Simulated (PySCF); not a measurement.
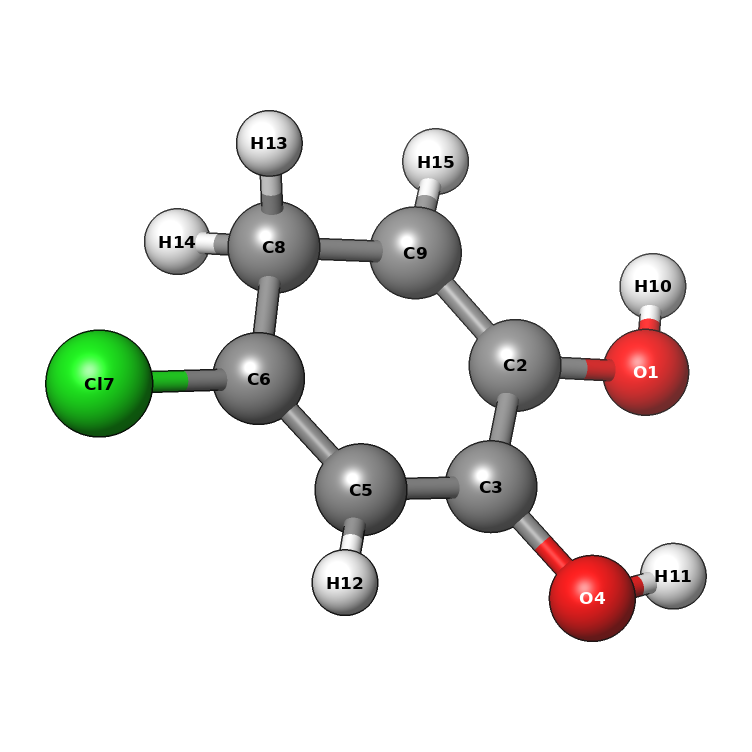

Charge 0, doublet. Computed geometry: GFN2-xTB optimisation. No frequency run is at hand to confirm it as a minimum. Method: UKS B3LYP, pcH-1 on C Cl H O, non-relativistic (PySCF 2.14.0).

Give the isotropic hyperfine couplings (Fermi-contact term alone) of O1, C2, C3, O4, C5, C6, Cl7, C8, C9, H10, H11, H12, H13, H14, H15.

| atom | isotope | a_iso (MHz) |
| --- | --- | --- |
| O1 | 17O | 3.4 |
| C2 | 13C | −35.9 |
| C3 | 13C | 46.0 |
| O4 | 17O | −13.8 |
| C5 | 13C | −37.7 |
| C6 | 13C | 47.0 |
| Cl7 | 35Cl | 1.4 |
| C8 | 13C | −31.6 |
| C9 | 13C | 31.5 |
| H10 | 1H | −0.2 |
| H11 | 1H | −8.2 |
| H12 | 1H | 9.9 |
| H13 | 1H | 133.6 |
| H14 | 1H | 134.1 |
| H15 | 1H | −23.7 |
